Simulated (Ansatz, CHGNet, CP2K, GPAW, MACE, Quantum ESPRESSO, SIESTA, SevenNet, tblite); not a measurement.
**Running random rutile alloy of IrO2 and SiO2 (96 atoms) with SIESTA**

Wanted: SIESTA inputs and outputs for random rutile alloy of IrO2 and SiO2 (96 atoms), checked against a plane-wave reference.

Calculated with SIESTA 5.4.2; the method is named at each step.

## 1. Starting point

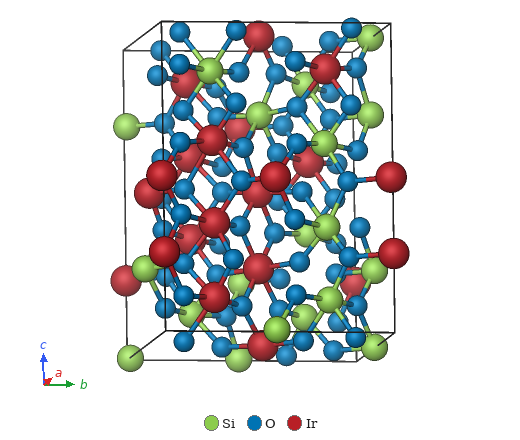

The cell as given, slightly off an axis (silicon green, oxygen blue, iridium red). Bonds to atoms that aren't drawn are left out. Some periodic images of atoms are drawn too.

The cell holds 96 atoms: 16 Si, 64 O and 16 Ir. Cell: a = 8.677 Å, b = 8.677 Å, c = 11.638 Å, α = 90.0°, β = 90.0°, γ = 90.0°. It derives from IrO2 (rutile), repeated 2×2×4. Rutile IrO2, 2 x 2 x 4 conventional cells, 16 of 32 Ir sites given to Si at random (x = 0.500), lattice by Vegard's rule (cell 4.338, 4.338, 2.909, 90, 90, 90); every coordinate displaced by a Gaussian of 0.07 Å. Then every atom was moved at random, 0.03 Å r.m.s. a Cartesian component.

The yardstick, on the same geometry:

| Property | Result |
| --- | --- |
| method | Kohn-Sham DFT, PBE, SSSP efficiency 1.3.0 pseudopotentials, plane waves (Quantum ESPRESSO 7.5); sssp-pbe-1.3.0-efficiency, cutoffs 60/480 Ry, Γ point |
| r.m.s. force component | 3.975 eV/Å |
| longest force | 18.02 eV/Å |
| pressure | 35.13 GPa |
| time | 4.5 min on 4 MPI ranks of Arm Neoverse V2, shared host |
| CPU time | 18 min |

## 2. PBE, DZP, shift 0.01 Ry, mesh 500 Ry

Method: Kohn-Sham DFT, PBE, PseudoDojo 0.4.1 norm-conserving pseudopotentials (converted to PSML), numerical atomic orbitals (DZP), diagonalisation.

The .psml files are PseudoDojo norm-conserving potentials that we converted to this format, checked against plane waves on the same files for H, C, O, Si, Ge and Ca alone.

input.fdf

```
SystemLabel cell
NumberOfAtoms 96
NumberOfSpecies 3
%block ChemicalSpeciesLabel
  1 14 Si
  2 8 O
  3 77 Ir
%endblock ChemicalSpeciesLabel
LatticeConstant 1.0 Ang
%block LatticeVectors
  8.67700 0.00000 0.00000
  0.00000 8.67700 0.00000
  0.00000 0.00000 11.63800
%endblock LatticeVectors
PAO.BasisSize DZP
PAO.EnergyShift 0.01 Ry
XC.Functional GGA
XC.Authors PBE
MeshCutoff 500 Ry
%block kgrid_Monkhorst_Pack
  1 0 0 0.0
  0 1 0 0.0
  0 0 1 0.0
%endblock kgrid_Monkhorst_Pack
SolutionMethod diagon
OccupationFunction FD
ElectronicTemperature 580 K
SCF.Mixer.Method Pulay
SCF.Mixer.Weight 0.05
SCF.Mixer.History 8
SCF.Mix Hamiltonian
MaxSCFIterations 300
SCF.DM.Tolerance 1e-04
SCF.H.Tolerance 1.0e-3 eV
WriteForces T
Write.HirshfeldPop T
Write.VoronoiPop T
Write.DM F
Write.H F
XML.Write F
AtomicCoordinatesFormat Fractional
%block AtomicCoordinatesAndAtomicSpecies
  0.01742 0.01099 0.00359 1
  0.24768 0.24184 0.12526 1
  0.14278 0.14045 0.98668 2
  0.33844 0.35651 0.01146 2
  0.10986 0.41512 0.13291 2
  0.40971 0.10020 0.12907 2
  0.99583 0.00065 0.25595 3
  0.25912 0.24060 0.36626 3
  0.15283 0.14961 0.25628 2
  0.33470 0.33990 0.24504 2
  0.08776 0.39473 0.36870 2
  0.40860 0.09455 0.38106 2
  0.98513 0.99558 0.50355 3
  0.25777 0.23772 0.63238 3
  0.13655 0.13669 0.50957 2
  0.34424 0.36646 0.51192 2
  0.08530 0.41199 0.61870 2
  0.40058 0.09494 0.61201 2
  0.01129 0.00965 0.75262 1
  0.25873 0.22992 0.87296 3
  0.14881 0.15078 0.75154 2
  0.34266 0.35133 0.75335 2
  0.10822 0.38536 0.87137 2
  0.40538 0.08018 0.88119 2
  0.99853 0.48656 0.00656 1
  0.26588 0.73075 0.11655 1
  0.16182 0.66739 0.00196 2
  0.35097 0.84164 0.00144 2
  0.08831 0.90709 0.11896 2
  0.41905 0.59568 0.12468 2
  0.01700 0.49900 0.24866 1
  0.25298 0.75029 0.38697 1
  0.14003 0.64734 0.25266 2
  0.36041 0.85489 0.24865 2
  0.10307 0.89932 0.37174 2
  0.39391 0.58368 0.37589 2
  0.98992 0.48973 0.50116 3
  0.25536 0.75803 0.61865 3
  0.14833 0.64142 0.50492 2
  0.34958 0.85564 0.49221 2
  0.11433 0.90680 0.62790 2
  0.41834 0.59601 0.63132 2
  0.00799 0.50406 0.74960 3
  0.24693 0.75098 0.86901 1
  0.14838 0.66789 0.74651 2
  0.33627 0.84283 0.75100 2
  0.09900 0.88534 0.85900 2
  0.41053 0.59674 0.88859 2
  0.50217 0.99431 0.99912 1
  0.75381 0.25680 0.13279 3
  0.65233 0.13856 0.99849 2
  0.84221 0.35241 0.98810 2
  0.58930 0.40430 0.12074 2
  0.90191 0.09805 0.12312 2
  0.51181 0.99710 0.24633 1
  0.74797 0.26200 0.37443 3
[... 36 atom lines left out ...]
  0.64263 0.64652 0.76036 2
  0.84252 0.84793 0.74914 2
  0.61521 0.91320 0.89068 2
  0.91195 0.59612 0.88276 2
%endblock AtomicCoordinatesAndAtomicSpecies
```

On the command line:

```
$ OMP_NUM_THREADS=1 mpirun -np 4 siesta < input.fdf > output.txt
```

Log:

```text
Version         : 5.4.2
reinit: System Name:
reinit: System Label: cell
initatom: Reading input for the pseudopotentials and atomic orbitals ----------
Species number:   1 Atomic number:   14 Label: Si
Species number:   2 Atomic number:    8 Label: O
Species number:   3 Atomic number:   77 Label: Ir
Ground state valence configuration (from tables):   3s02  3p02  3d00  4f00
Ground state valence configuration (from tables):   2s02  2p04  3d00  4f00
Ground state valence configuration (from tables):   6s02  6p00  5d07  5f00
---- Processing specs for species: Si
GGA--PBE XC_GGA_X_PBE--XC_GGA_C_PBE pb
---- Processing specs for species: O
GGA--PBE XC_GGA_X_PBE--XC_GGA_C_PBE pb
---- Processing specs for species: Ir
GGA--PBE XC_GGA_X_PBE--XC_GGA_C_PBE pb
Semicore shell(s) with  8 electrons included in the valence for Ir
Semicore shell(s): 5s 5p
Fallback to non-perturbative polarization scheme for Ir
Please see the manual if this is not desired in principle
Si pseudopotential only contains V_ls up to l=2 -- lmxkb reset.
O pseudopotential only contains V_ls up to l=2 -- lmxkb reset.
Using PAO.SplitTailNorm
%block ChemicalSpeciesLabel
    1   14 Si                      # Species index, atomic number, species label
    2    8 O                       # Species index, atomic number, species label
    3   77 Ir                      # Species index, atomic number, species label
%endblock ChemicalSpeciesLabel
%block PAO.Basis                 # Define Basis set
Si                    2                    # Species label, number of l-shells
 n=3   0   2                         # n, l, Nzeta
   5.392      3.847
   1.000      1.000
 n=3   1   2 P   1                   # n, l, Nzeta, Polarization, NzetaPol
   6.844      4.952
[...]
O                     2                    # Species label, number of l-shells
 n=2   0   2                         # n, l, Nzeta
[...]
n=2   1   2 P   1                   # n, l, Nzeta, Polarization, NzetaPol
[...]
Ir                    5                    # Species label, number of l-shells
 n=5   0   1                         # n, l, Nzeta
   2.552
   1.000
 n=6   0   2                         # n, l, Nzeta
[...]
n=5   1   1                         # n, l, Nzeta
   3.009
   1.000
 n=6   1   1                         # n, l, Nzeta
   5.960
   1.000
 n=5   2   2                         # n, l, Nzeta
   4.830      3.273
   1.000      1.000
%endblock PAO.Basis
coor:   Atomic-coordinates input format  =     Fractional
siesta: System type = bulk
initatomlists: Number of atoms, orbitals, and projectors:     96  1344  1632
siesta: ******************** Simulation parameters ****************************
Total number of electrons:   720.000000
Total ionic charge:   720.000000
 Kpoints in:            1 . Kpoints trimmed:            1
siesta: k-grid: Number of k-points = 1
siesta: k-points from Monkhorst-Pack grid
siesta: k-cutoff (effective) =     4.338 Ang
siesta: k-point supercell and displacements
siesta: k-grid:     1     0     0      0.000
siesta: k-grid:     0     1     0      0.000
siesta: k-grid:     0     0     1      0.000
                     ====================================
                        Single-point calculation
                     ====================================
outcell: Unit cell vectors (Ang):
        8.677000    0.000000    0.000000
        0.000000    8.677000    0.000000
        0.000000    0.000000   11.638000
outcell: Cell vector modules (Ang)   :    8.677000    8.677000   11.638000
outcell: Cell angles (23,13,12) (deg):     90.0000     90.0000     90.0000
outcell: Cell volume (Ang**3)        :    876.2288
Gamma-point calculation with interaction between periodic images
Gamma-point calculation with interaction between periodic images
Some features might not work optimally:
Some features might not work optimally:
e.g. DM initialization from atomic data
e.g. DM initialization from atomic data
new_DM -- step:     1
Initializing Density Matrix...
Attempting to read DM from file... Failed...
DM filled with atomic data:
InitMesh: MESH = 120 x 120 x 160 = 2304000
InitMesh: Mesh cutoff (required, used) =   500.000   522.378 Ry
stepf: Fermi-Dirac step function
        iscf     Eharris(eV)        E_KS(eV)     FreeEng(eV)     dDmax    Ef(eV) dHmax(eV)
   scf:    1   -79397.236594   -80254.705945   -80255.047790  1.513632 -0.614687 44.312235
   scf:    2   -80434.293819   -80449.078712   -80449.339542  1.580163 -1.206650 49.591478
   scf:    3   -80528.370992   -80539.846577   -80540.080661  1.353775 -1.513455 26.564381
[...]
scf:   26   -80692.848502   -80692.848495   -80693.105395  0.000064 -3.280849  0.001187
   scf:   27   -80692.848507   -80692.848502   -80693.105396  0.000036 -3.280718  0.000637
SCF Convergence by DM+H criterion
max |DM_out - DM_in|         :     0.0000362563
max |H_out - H_in|      (eV) :     0.0006367682
SCF cycle converged after 27 iterations
Using DM_out to compute the final energy and forces
siesta: E_KS(eV) =           -80692.8485
siesta: E_KS - E_eggbox =    -80692.8485
siesta: Atomic forces (eV/Ang):
     1   -5.323223   -4.322762   -0.617937
     2    1.378705    0.307549   -0.425084
     3    1.315337    1.088307    6.018969
[...]
95   -4.169236    2.190425   -3.454472
    96    0.996121   -0.754542    1.565713
----------------------------------------
   Tot   -0.012275   -0.044518    0.046129
----------------------------------------
   Max   17.461323
   Res    4.146194    sqrt( Sum f_i^2 / 3N )
----------------------------------------
   Max   17.461323    constrained
Stress tensor Voigt[x,y,z,yz,xz,xy] (kbar):     -348.97     -351.17     -519.00       21.05      -10.82      -26.52
(Free)E + p*V (eV/cell)   -80470.8560
Target enthalpy (eV/cell)   -80693.1054
siesta: Program's energy decomposition (eV):
siesta: Ebs     =    -15580.123683
siesta: Eions   =    111758.457754
siesta: Ena     =     15223.560678
siesta: Ekin    =     34708.555934
siesta: Enl     =     -1892.022660
siesta: DEna    =       565.406104
siesta: DUscf   =        60.594859
siesta: Ex      =    -16454.086320
siesta: Ec      =     -1146.399343
siesta: Exc     =    -17600.485663
siesta: Eharris =    -80692.848507
siesta: Etot    =    -80692.848502
siesta: FreeEng =    -80693.105396
siesta: Final energy (eV):
siesta:  Band Struct. =  -15580.123683
siesta:       Kinetic =   34708.555934
siesta:       Hartree =   22493.119301
siesta:         Exch. =  -16454.086320
siesta:         Corr. =   -1146.399343
siesta:   Exch.-corr. =  -17600.485663
siesta:  Ion-electron =  -79469.951828
siesta:       Ion-ion =  -40824.086245
siesta:         Total =  -80692.848502
siesta:         Fermi =      -3.280718
siesta: Stress tensor (static) (eV/Ang**3):
siesta:    -0.217810   -0.016553   -0.006751
siesta:    -0.016553   -0.219183    0.013137
siesta:    -0.006751    0.013137   -0.323936
siesta: Cell volume =        876.228849 Ang**3
siesta: Pressure (static):
siesta:                Solid            Molecule  Units
siesta:           0.00276252          0.00118975  Ry/Bohr**3
siesta:           0.25364312          0.10923794  eV/Ang**3
siesta:         406.38107333        175.01847129  kBar
    Orbital volume contribution        =          32.472012 eV
    (Free)E + p_basis*V_orbitals       =      -80660.633383 eV
    (Free)Eharris+ p_basis*V_orbitals  =      -80660.633389 eV
Hirshfeld Atomic Populations:
Atom #   charge [q] valence [e]  Species
     1     0.305818    3.694182  Si
     2     0.303490    3.696510  Si
     3    -0.189984    6.189984  O
     4    -0.253230    6.253230  O
     5    -0.172640    6.172640  O
[...]
7     0.567666   16.432334  Ir
     8     0.563530   16.436470  Ir
[...]
13     0.629647   16.370353  Ir
[...]
19     0.266598    3.733402  Si
[...]
--------------------
 Total    -0.000024
Voronoi Atomic Populations:
Atom #   charge [q] valence [e]  Species
[...]
85     0.685778   16.314222  Ir
    86     0.410544    3.589456  Si
[...]
91     0.382425    3.617575  Si
    92     0.690385   16.309615  Ir
[...]
95    -0.209206    6.209206  O
    96    -0.267915    6.267915  O
--------------------
 Total    -0.000024
```

The job ended after 2.3 min (4 MPI ranks of Arm Neoverse V2, shared host; peak memory 2.4 GiB; 9.1 min of CPU time).

Banners, paths, timers and routine set-up lines are dropped from the logs unmarked, and long logs keep their key lines alone; longer cuts are marked.

Numbers from this run, and their distance from the reference:

```
r.m.s. force component                  : 4.146 eV/Å
r.m.s. difference of force components   : 215.3 meV/Å
longest difference of force vectors     : 987.7 meV/Å
force difference over r.m.s. force      : 5.415 %
slope of forces against the reference's : 1.042
correlation of force components         : 0.9995
pressure                                : 40.64 GPa
pressure difference                     : 5.511 GPa
```

This run lies far from the reference in pressure at the same functional. Basis and potentials both differ; the latter hold 720 valence electrons against the reference's 688.

Length of the force difference by element (eV/Å):

```tsv
element	atoms	mean	most
Ir	16	0.35	0.68
O	64	0.34	0.99
Si	16	0.28	0.42
```

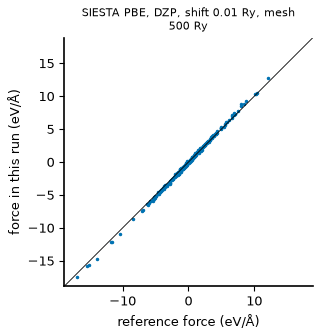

Force components against those of the reference; the line marks equality.

A closer look about Ir61, which bears the longest force: 9 atoms, nearest first, numbered in the order of the input, with positions taken from that point.

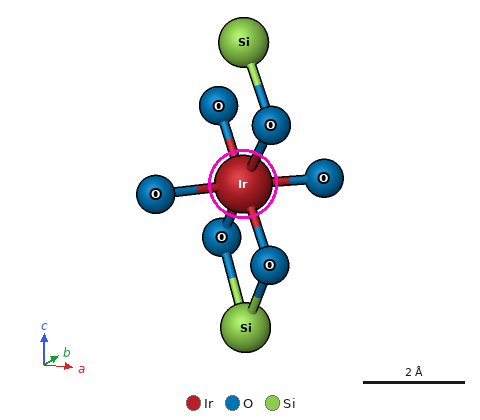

The atoms of the table, within 3.0 Å (arrows a, b, c point along x, y, z); some may hide others; the central atom is ringed.

```tsv
atom	x	y	z	distance (Å)	bonds	Hirshfeld charge (e)	Fx	Fy	Fz (eV/Å)
Ir61	0.00	0.00	0.00	0.00	6	0.71	6.45	-15.72	7.29
O12	-0.74	0.61	-1.30	1.62	3	-0.17	-4.59	4.28	-14.66
O63	1.27	1.10	0.00	1.68	3	-0.26	7.12	7.29	3.58
O18	-0.81	0.62	1.39	1.72	3	-0.20	0.15	-0.90	9.32
O83	0.98	-0.90	-1.36	1.90	3	-0.26	1.45	-1.85	-4.56
O40	-1.26	-1.46	-0.01	1.93	3	-0.24	-0.82	-1.53	-2.86
O89	1.04	-0.96	1.52	2.08	3	-0.26	-1.10	-0.90	2.55
Si55	0.15	-0.23	-2.87	2.88	6	0.27	-0.21	-1.25	-0.52
Si67	0.14	-0.30	2.98	3.00	6	0.30	0.45	-0.89	0.76
```

Forces lie 5.4 % from the reference's, at 0.50 times its CPU time.

## 3. PBE, SZ, shift 0.01 Ry, mesh 500 Ry

Method: Kohn-Sham DFT, PBE, PseudoDojo 0.4.1 norm-conserving pseudopotentials (converted to PSML), numerical atomic orbitals (SZ), diagonalisation.

input.fdf: that of step 2 with these lines changed.

```diff
@@ -14,3 +14,3 @@
 %endblock LatticeVectors
-PAO.BasisSize DZP
+PAO.BasisSize SZ
 PAO.EnergyShift 0.01 Ry
```

On the command line:

```
$ OMP_NUM_THREADS=1 siesta < input.fdf > output.txt
```

Log:

```text
Version         : 5.4.2
reinit: System Name:
reinit: System Label: cell
initatom: Reading input for the pseudopotentials and atomic orbitals ----------
Species number:   1 Atomic number:   14 Label: Si
Species number:   2 Atomic number:    8 Label: O
Species number:   3 Atomic number:   77 Label: Ir
Ground state valence configuration (from tables):   3s02  3p02  3d00  4f00
Ground state valence configuration (from tables):   2s02  2p04  3d00  4f00
Ground state valence configuration (from tables):   6s02  6p00  5d07  5f00
---- Processing specs for species: Si
[... lines left out ...]
        iscf     Eharris(eV)        E_KS(eV)     FreeEng(eV)     dDmax    Ef(eV) dHmax(eV)
[... lines left out ...]
SCF Convergence by DM+H criterion
[... lines left out ...]
SCF cycle converged after 27 iterations
[... lines left out ...]
   Max   21.647656
[... lines left out ...]
   Max   21.647656    constrained
Stress tensor Voigt[x,y,z,yz,xz,xy] (kbar):     -435.80     -424.46     -673.25       26.57      -18.16      -31.11
[... lines left out ...]
siesta: FreeEng =    -80541.108670
[... lines left out ...]
siesta:         Fermi =      -1.870513
[... lines left out ...]
siesta:    -0.011336    0.016586   -0.420207
siesta: Cell volume =        876.228849 Ang**3
siesta: Pressure (static):
siesta:                Solid            Molecule  Units
siesta:           0.00347485          0.00172377  Ry/Bohr**3
siesta:           0.31904640          0.15826907  eV/Ang**3
siesta:         511.16868692        253.57500950  kBar
    Orbital volume contribution        =          16.611082 eV
    (Free)E + p_basis*V_orbitals       =      -80524.497588 eV
    (Free)Eharris+ p_basis*V_orbitals  =      -80524.497601 eV
Hirshfeld Atomic Populations:
Atom #   charge [q] valence [e]  Species
     1     0.471874    3.528126  Si
     2     0.448515    3.551485  Si
     3    -0.254364    6.254364  O
     4    -0.323394    6.323394  O
     5    -0.250300    6.250300  O
[...]
7     0.689381   16.310619  Ir
     8     0.687440   16.312560  Ir
[...]
13     0.752970   16.247030  Ir
[...]
19     0.440117    3.559883  Si
[...]
--------------------
 Total    -0.000059
Voronoi Atomic Populations:
Atom #   charge [q] valence [e]  Species
[...]
85     0.598819   16.401181  Ir
    86     0.496055    3.503945  Si
[...]
91     0.486078    3.513922  Si
    92     0.628378   16.371622  Ir
[...]
95    -0.231143    6.231143  O
    96    -0.248444    6.248444  O
--------------------
 Total    -0.000059
```

The job ended after 2.4 min (1 thread; peak memory 0.84 GiB).

Numbers from this run, and their distance from the reference:

| Property | Result |
| --- | --- |
| r.m.s. force component | 4.894 eV/Å |
| r.m.s. difference of force components | 1511 meV/Å |
| longest difference of force vectors | 7124 meV/Å |
| force difference over r.m.s. force | 38.02 % |
| slope of forces against the reference's | 1.186 |
| correlation of force components | 0.963 |
| pressure | 51.12 GPa |
| pressure difference | 15.99 GPa |

This is a coarse setting, run to see what it loses.

Against the first run (5.4 %), the force difference from the reference is 38 %, at 0.26 times the CPU time (on 1 against 4 cores), with 480 basis functions against 1344: the smaller basis costs accuracy.

[end of part 1 of 2]

[Also dropped from logs without a mark: logging warnings of Python, and SIESTA's first energy breakdown and zero terms.]

[Logs are printed without paths, hosts, clocks, repeated set-up lines and the standing remarks that a program may print on its own settings, such as how far it seeks lower states.]

[Hosts, paths, dates, database ids (printed as entryN), source tags and the programs' standing remarks are cut or masked in the printed files.]
